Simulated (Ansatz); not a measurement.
Cost and result by functional for the surface energy of the (100) surface of rock-salt NaCl in its 1x1 cell (cut with top plane Cl + Na, bottom plane Cl + Na), outermost plane spacing 2.85 Å in the ideal cut, in Ansatz (plane waves, PAW). Single points on the PBE structure, on one kind of machine; costs are rough ratios of the slab run's core time (references not counted) to the cheapest single point. r2SCAN's cost holds its higher cutoff (500 against 420 eV). Differences are taken against HSE06 for comparison alone: no measured value is at hand, so the table doesn't rank accuracy. HSE06 ran on a coarser k-mesh, which lowers its cost and carries part of its shift.

Set-up: 10 atoms, Cl5Na5, 11.4 Å thick at the start; mesh 6x6x1; 0.025 eV smearing; dipole correction on; all atoms relaxed; symmetry of the start imposed; no spin, no spin-orbit, no U. These notes are the PBE run's.

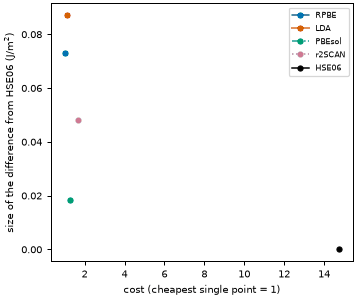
*Difference from HSE06 against cost*

```json
[
 {"functional": "RPBE", "relative cost": "1", "surface energy (J/m²)": "0.09", "less HSE06 (J/m²)": "-0.07"},
 {"functional": "LDA", "relative cost": "1", "surface energy (J/m²)": "0.25", "less HSE06 (J/m²)": "0.09"},
 {"functional": "PBEsol", "relative cost": "1", "surface energy (J/m²)": "0.18", "less HSE06 (J/m²)": "0.02"},
 {"functional": "r2SCAN", "relative cost": "2", "surface energy (J/m²)": "0.21", "less HSE06 (J/m²)": "0.05"},
 {"functional": "HSE06", "relative cost": "10", "surface energy (J/m²)": "0.16", "less HSE06 (J/m²)": "0.00"},
 {"functional": "PBE (the relaxed run's value)", "relative cost": "–", "surface energy (J/m²)": "0.15", "less HSE06 (J/m²)": "-0.01"}
]
```

The values span 0.16 J/m², while the single points' costs differ by a factor of roughly 10. Differences are of unrounded values.

Ansatz is a program for electronic structure.
